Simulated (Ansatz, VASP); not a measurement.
**HfCr: VASP beside Ansatz**

One calculation is typed for both programs; each brings its own data sets and cutoff. How far apart do they land? The cell is invented: As first built, before any earlier steps moved the atoms: it takes the HfTi structure with some of its atoms replaced by other elements, volume scaled by an estimate. It may not be a known or stable phase. The cell is a member of a volume series, scaled by 0.94 from a relaxed one, so a pressure remains.

Calculated with Ansatz 0.2.0; plane waves, with VASP 6.6.1 beside it; single point at r2SCAN.

**1. The structure**

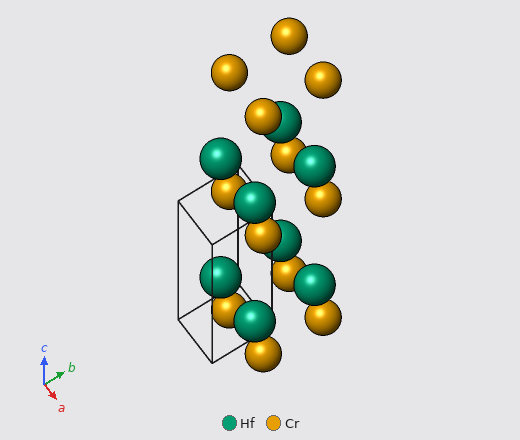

The starting structure, seen from a free direction (hafnium teal, chromium orange). 2×2×2 cells are drawn. Some periodic images of atoms are drawn too.

**2. Ansatz: single point, r2SCAN**

Ansatz runs on its default PAW (the set named soft_2) files.

A single point gives forces, pressure and levels at one fixed geometry, so differences don't come from the geometry; what else differs is listed under the comparison.

input.yaml reads:

```yaml
crystal:
  lattice:
    - [3.0486997079, 0.0, 0.0]
    - [-1.524349854, 2.6402523107, 0.0]
    - [0.0, 0.0, 4.3796619746]
  atoms:
    - { symbol: Hf, position: [0.66666667, 0.33333333, 0.5], spin: -0.39 }
    - { symbol: Cr, position: [0.33333333, 0.66666667, 0.0], spin: 3.166 }
hamiltonian:
  xc: r2scan
  pseudopotentials: { kind: paw }
magnetization:
  spin_polarized: true
kpoints:
  mp_grid: { grid: [8, 8, 5] }
scf:
  occupations: { method: gaussian, width: 0.05 }
  n_extra_bands: 7
output:
  forces: true
  stress: true
  eigenvalues: true
  write_density: true
  write_potential: true
  elf: true
  volumetric_format: npy
```

Run with:

```sh
> ansatz run input.yaml --threads 2 --pin off --max-ram 4608MiB --backend cpu --events-out ev --progress --plain --runs-dir out
```

Numbers of over 12 decimals in the logs are rounded to 6 here.

The program printed:

```text
scf.n_extra_bands = 7 over 20 filled bands (N_el = 40.0): the run solves 27 bands
Engine: ansatz 0.2.0, aarch64-unknown-linux-gnu
Pseudopotentials: kind: paw
Pseudopotential: Hf, paw, valence charge 26, recommended cutoff 500 eV (meta_gga), Hf.paw.azcp
Pseudopotential: Cr, paw, valence charge 14, recommended cutoff 500 eV (meta_gga), Cr.paw.azcp
Functional definition: r2SCAN
  parameter k0 = 0.174
  parameter k1 = 0.065
  parameter a1 = 4.9479
  exchange = r2scan_x(k0 = k0, k1 = k1, a1 = a1)
  correlation = r2scan_c
Crystal: 2 atoms, lattice volume = 35.253 Å³
Basis set: ecut = 500 eV, 915 PW (Γ), exchange–correlation on 96×96×128 points (64 copies of the dense FFT grid, shifted against one another)
Bands: 27, of which v1, the nominal top of the filled ones, is band 20 counted from 1 (19 counted from 0)
Symmetry: 12 space group operations
Space group: P-6m2 (ITA 187), of the structure as read, at distance tolerance 3.3e-5 Å
Magnetic group: BNS 187.209 (UNI 1439), of the structure as read, at distance tolerance 3.3e-5 Å
k-points: 30 of 320 (time reversal used)
Non-local potential: Hf, projectors of the file, l = 0: 3, l = 1: 2, l = 2: 2, l = 3: 3
Non-local potential: Cr, projectors of the file, l = 0: 3, l = 1: 2, l = 2: 3, l = 3: 1
PAW form: soft (Blöchl's): semilocal exchange-correlation on the pseudo side does not see the compensation charge
PAW frozen core: Hf, regenerated for the run's functional (the file was generated under x = pbe(κ = 0.804, μ = 0.219515), c = pbe(β = 0.066725))
PAW frozen core: Cr, regenerated for the run's functional (the file was generated under x = pbe(κ = 0.804, μ = 0.219515), c = pbe(β = 0.066725))
PAW one-centre angular grid: Hf, 974 points (default); XC on 160 Gauss nodes
PAW one-centre angular grid: Cr, 590 points (default); XC on 160 Gauss nodes
Initial density: superposition of atomic densities (chi_scale 0.1, normalization cell)
Starting moments: Σ|m| = 3.556 μB on 2 of 2 sites
Initial wavefunctions: pseudopotential atomic-orbital guess
Functional: x = r2scan, c = r2scan; τ floored in thin density (d = 2e-4 eV/Å³)
SCF iter   1: F=—  HF=-19115.366528 eV  |F-HF|=—  |Δ(HF+E_count)|=         —  Δρ=7.85e-2 (↑7.85e-2 ↓4.57e-2)  dr2=6.06e0  dr2_τ=2.99e-2  dr2_m=1.25e-1  M=2.362 μB ∫|m|=3.004 μB  β_m=1.00  ethr=3.10e-3  ⟨swp⟩=4.1  Hψ=5566  notcnv=0
Mixer restart at iter 1: flushing history
preconditioner: auto → Resta (q_TF=auto, 2.786 Å⁻¹)  ε∞=5.4  [insulator: Δε(μ)=0.072 eV  Ē_g=16.389 eV  σ=0.050 eV  W_gap=0.50  n_scr=20 (ndim 8)  ℏωp=34.3 eV  f_vac=0.000  D(μ)=2.75/eV (n_scr^D=34)  ε∞_Penn≈5.4]
spin=Collinear: Resta preconditioning applied to the charge; magnetization (m = ρ↑ − ρ↓) channel mixes plain (no charge-response kernel on spin).
SCF iter   2: F=—  HF=-19114.931056 eV  |F-HF|=—  |Δ(HF+E_count)|=   4.35e-1  Δρ=3.66e-2 (↑1.83e-2 ↓3.66e-2)  dr2=1.16e0  dr2_τ=6.53e-3  dr2_m=5.00e-2  M=2.372 μB ∫|m|=3.162 μB  β_m=1.00  ethr=3.10e-3  ⟨swp⟩=2.6  Hψ=3616  notcnv=0  defer=99  κ⁻¹=1.0e0(r=1)
preconditioner: auto → Kerker (q_TF=auto, 2.786 Å⁻¹)  [metal: Δε(μ)=0.038 eV  Ē_g=15.929 eV  σ=0.050 eV  W_gap=0.41  n_scr=20 (ndim 8)  ℏωp=34.3 eV  f_vac=0.000  D(μ)=1.54/eV (n_scr^D=20)]
spin=Collinear: Kerker preconditioning applied to the charge; magnetization (m = ρ↑ − ρ↓) channel mixes plain (no charge-response kernel on spin).
SCF iter   3: F=—  HF=-19114.857788 eV  |F-HF|=—  |Δ(HF+E_count)|=   7.33e-2  Δρ=1.31e-2 (↑1.29e-2 ↓1.31e-2)  dr2=1.73e-1  dr2_τ=2.68e-3  dr2_m=4.43e-3  M=2.404 μB ∫|m|=3.296 μB  β_m=1.00  ethr=2.90e-3  ⟨swp⟩=2.0  Hψ=2334  notcnv=0  defer=98  κ⁻¹=5.8e-2(r=2)
SCF iter   4: F=—  HF=-19114.856829 eV  |F-HF|=—  |Δ(HF+E_count)|=         —  Δρ=1.28e-2 (↑1.28e-2 ↓9.20e-3)  dr2=8.11e-2  dr2_τ=1.82e-3  dr2_m=1.40e-2  M=2.540 μB ∫|m|=3.453 μB  β_m=1.00  ethr=4.32e-4  ⟨swp⟩=2.0  Hψ=2129  notcnv=0  defer=100
Mixer restart at iter 4: flushing history
SCF iter   5: F=—  HF=-19114.862748 eV  |F-HF|=—  |Δ(HF+E_count)|=   5.92e-3  Δρ=8.60e-3 (↑8.60e-3 ↓6.35e-3)  dr2=5.05e-2  dr2_τ=9.25e-4  dr2_m=3.21e-3  M=2.609 μB ∫|m|=3.521 μB  β_m=1.00  ethr=2.03e-4  ⟨swp⟩=2.0  Hψ=1943  notcnv=0  defer=100  κ⁻¹=1.0e0(r=1)
SCF iter   6: F=—  HF=-19114.876880 eV  |F-HF|=—  |Δ(HF+E_count)|=   1.41e-2  Δρ=3.37e-3 (↑2.89e-3 ↓3.37e-3)  dr2=6.29e-3  dr2_τ=1.46e-4  dr2_m=1.80e-3  M=2.714 μB ∫|m|=3.632 μB  β_m=1.00  ethr=1.26e-4  ⟨swp⟩=2.5  Hψ=3061  notcnv=0  defer=100  κ⁻¹=1.4e-2(r=2)
SCF iter   7: F=—  HF=-19114.882742 eV  |F-HF|=—  |Δ(HF+E_count)|=   5.86e-3  Δρ=1.70e-3 (↑1.70e-3 ↓1.63e-3)  dr2=1.24e-3  dr2_τ=3.05e-5  dr2_m=6.28e-4  M=2.712 μB ∫|m|=3.624 μB  β_m=1.00  ethr=1.57e-5  ⟨swp⟩=2.0  Hψ=3136  notcnv=0  defer=100  κ⁻¹=6.2e-3(r=3)
SCF iter   8: F=—  HF=-19114.882955 eV  |F-HF|=—  |Δ(HF+E_count)|=   2.13e-4  Δρ=7.86e-4 (↑7.15e-4 ↓7.86e-4)  dr2=3.81e-4  dr2_τ=1.45e-5  dr2_m=8.95e-6  M=2.723 μB ∫|m|=3.637 μB  β_m=1.00  ethr=3.09e-6  ⟨swp⟩=2.5  Hψ=2495  notcnv=0  defer=100  κ⁻¹=2.5e-3(r=4)
SCF iter   9: F=—  HF=-19114.883357 eV  |F-HF|=—  |Δ(HF+E_count)|=   4.02e-4  Δρ=4.18e-4 (↑3.74e-4 ↓4.18e-4)  dr2=1.20e-4  dr2_τ=2.29e-6  dr2_m=1.65e-5  M=2.716 μB ∫|m|=3.628 μB  β_m=1.00  ethr=9.52e-7  ⟨swp⟩=2.0  Hψ=3071  notcnv=0  defer=100  κ⁻¹=3.0e-4(r=5)
SCF iter  10: F=—  HF=-19114.883497 eV  |F-HF|=—  |Δ(HF+E_count)|=   1.40e-4  Δρ=4.81e-4 (↑4.81e-4 ↓2.73e-4)  dr2=1.44e-4  dr2_τ=1.71e-6  dr2_m=2.34e-5  M=2.719 μB ∫|m|=3.632 μB  β_m=1.00  ethr=3.01e-7  ⟨swp⟩=2.0  Hψ=2808  notcnv=0  defer=100  κ⁻¹=1.2e-4(r=6)
SCF iter  11: F=—  HF=-19114.883533 eV  |F-HF|=—  |Δ(HF+E_count)|=   3.56e-5  Δρ=5.84e-4 (↑5.84e-4 ↓3.26e-4)  dr2=9.42e-5  dr2_τ=2.58e-6  dr2_m=5.65e-5  M=2.722 μB ∫|m|=3.637 μB  β_m=1.00  ethr=3.01e-7  ⟨swp⟩=2.0  Hψ=1872  notcnv=0  defer=100  κ⁻¹=5.4e-5(r=7)
SCF iter  12: F=—  HF=-19114.883579 eV  |F-HF|=—  |Δ(HF+E_count)|=   4.55e-5  Δρ=1.64e-4 (↑8.83e-5 ↓1.64e-4)  dr2=9.01e-6  dr2_τ=2.72e-7  dr2_m=3.11e-6  M=2.724 μB ∫|m|=3.638 μB  β_m=1.00  ethr=2.35e-7  ⟨swp⟩=2.0  Hψ=2816  notcnv=0  defer=100  κ⁻¹=6.2e-6(r=8)
SCF iter  13: F=—  HF=-19114.883587 eV  |F-HF|=—  |Δ(HF+E_count)|=   8.31e-6  Δρ=9.36e-5 (↑6.61e-5 ↓9.36e-5)  dr2=2.60e-6  dr2_τ=1.02e-7  dr2_m=1.38e-6  M=2.723 μB ∫|m|=3.636 μB  β_m=1.00  ethr=2.25e-8  ⟨swp⟩=2.0  Hψ=1894  notcnv=0  defer=100  κ⁻¹=5.6e-6(r=8)
SCF iter  14: F=—  HF=-19114.883593 eV  |F-HF|=—  |Δ(HF+E_count)|=   6.52e-6  Δρ=3.71e-5 (↑3.71e-5 ↓1.46e-5)  dr2=8.58e-7  dr2_τ=1.03e-8  dr2_m=1.03e-7  M=2.721 μB ∫|m|=3.634 μB  β_m=1.00  ethr=6.49e-9  ⟨swp⟩=2.0  Hψ=2821  notcnv=0  defer=100  κ⁻¹=5.5e-6(r=8)
SCF iter  15: F=—  HF=-19114.883594 eV  |F-HF|=—  |Δ(HF+E_count)|=   6.76e-7  Δρ=1.04e-5 (↑1.04e-5 ↓9.08e-6)  dr2=4.88e-8  dr2_τ=1.37e-9  dr2_m=8.48e-9  M=2.721 μB ∫|m|=3.634 μB  β_m=1.00  ethr=2.15e-9  ⟨swp⟩=2.0  Hψ=2627  notcnv=0  defer=100  κ⁻¹=8.7e-6(r=8)
SCF iter  16: F=—  HF=-19114.883594 eV  |F-HF|=—  |Δ(HF+E_count)|=   2.29e-7  Δρ=7.46e-6 (↑7.46e-6 ↓6.99e-6)  dr2=4.60e-8  dr2_τ=7.14e-10  dr2_m=1.60e-9  M=2.721 μB ∫|m|=3.634 μB  β_m=1.00  ethr=1.22e-10  ⟨swp⟩=2.0  Hψ=2821  notcnv=0  defer=100  κ⁻¹=1.2e-5(r=8)
SCF iter  17: F=-19114.883594 eV  HF=-19114.883594 eV  |F-HF|=5.96e-8  |Δ(HF+E_count)|=   2.86e-8  Δρ=1.26e-5 (↑1.26e-5 ↓3.26e-6)  dr2=8.96e-8  dr2_τ=9.57e-10  dr2_m=1.13e-8  M=2.721 μB ∫|m|=3.634 μB  ethr=1.15e-10  ⟨swp⟩=10.2  Hψ=10560  notcnv=0
SCF 1 converged in 17 iterations: F = -19114.883594 eV  dr2 = 8.96e-8
  greatest PAW one-centre occupation: 1.000 electrons in one spin orbital (limit 2), on the Cr atom at site 1 (counted from 0), in its partial waves of l = 0
this state was not tested for a lower state beside it, because the mixer in use, unlike msr1, does not test its closes by its own steps (another_mixer; see scf.mixing.algorithm and scf.lower_state_search)
SCF converged after 17 iterations
Magnetization: 2.7214 μB (21.3607 up, 18.6393 down)
Absolute magnetization: 3.6396 μB (∫|ρ↑−ρ↓|, with the PAW one-centre terms)
Spin contamination: 0.4136 ħ² per cell (⟨S²⟩ above its minimum at these occupations)
Per-site moments (μB) at R_I (Å): [(-0.229238, 1.158938), (2.975819, 1.158938)]
Free energy (F): -19114.883594 eV
Harris-Foulkes:  -19114.883594 eV  (|F-HF|=5.96e-8)
Internal energy: -19114.880991 eV  (E = F + TS)
E sigma→0 (E₀):  -19114.882293 eV
Entropy (-TS):   -0.002603 eV (-1.301 meV/atom)
Fermi energy:    18.719800 eV
--- Per-component energies (eV) ---
  E_band       = -160.408034
  E_kinetic    = 771.069958
  E_local      = -6521.748987  (includes V_loc(G=0)·N_el)
  E_nonlocal   = -1164.389107
  E_hartree    = 3028.264890
  E_xc         = -421.159333
  E_vxc        = -493.961465  (∫ρ·V_xc dr)
  E_paw        = -8159.911208  (= ΣΔE_a)
  E_vpaw       = 1164.715308  (= ΣTr[D̂ρ^β])
  E_aug_tail   = 0.000219  (compensation charges beyond the density's cutoff)
  E_vtau       = 27.371347  (kinetic-family band-sum trace: ∫τ·v_τ [+ j·A + Jᵃ·Aᵃ] dr)
  E_ewald      = -6647.056619
  E_core_change = 0.049194  (= ΣΔE_core)
  E_smearing   = -0.002603  (= −TS)
  E_closure    = 0.000000  (closes the sum)
  Σ components = -19114.883594   (vs F -19114.883594, Δ=0.00e0)
--- Forces (eV/Å), atoms counted from 1 ---
  atom   1  Hf     0.00000000     0.00000000     0.00000000
  atom   2  Cr    -0.00000000    -0.00000000     0.00000000
  max |Σ_I F_I| component: 1.67e-16 eV/Å
--- Stress (GPa, compression-positive) ---
        7.209311       0.000000       0.000000
        0.000000       7.209311       0.000000
        0.000000       0.000000       7.384245
  P = ⅓ Tr σ = 7.2676 GPa (72.676 kbar)
--- Band table (eV; the first three rows and the last of 60) ---
  k-point 0 ↑: bands = [... 16 lower, 14.8930, 17.3473, 17.3473, 17.5440, 17.5440, 19.3557, 20.3384, 20.8462, ... 3 higher]
  k-point 1 ↑: bands = [... 16 lower, 14.8577, 17.2177, 17.2177, 17.5512, 17.5512, 18.4071, 20.3043, 21.0450, ... 3 higher]
  k-point 2 ↑: bands = [... 16 lower, 14.2194, 17.1612, 17.1612, 17.3642, 17.3965, 17.3965, 20.0033, 21.4539, ... 3 higher]
  k-point 29 ↓: bands = [... 16 lower, 16.9616, 17.9814, 18.2592, 18.7629, 19.4274, 21.4027, 22.0817, 22.5879, ... 3 higher]
```

It took 14 s on 2 threads of Arm Neoverse V2, shared host; peak memory 0.46 GiB; 27 s of CPU time.

The run ends at a pressure of 7.27 GPa.

[end of part 1 of 3]

[Lines on the potential files, build, host, timing and source positions are cut from VASP's logs without a mark.]

[Logs are printed without paths, hosts, clocks, repeated set-up lines and the standing remarks that a program may print on its own settings, such as how far it seeks lower states.]

[Hosts, paths, dates, database ids (printed as entryN), source tags and the programs' standing remarks are cut or masked in the printed files.]
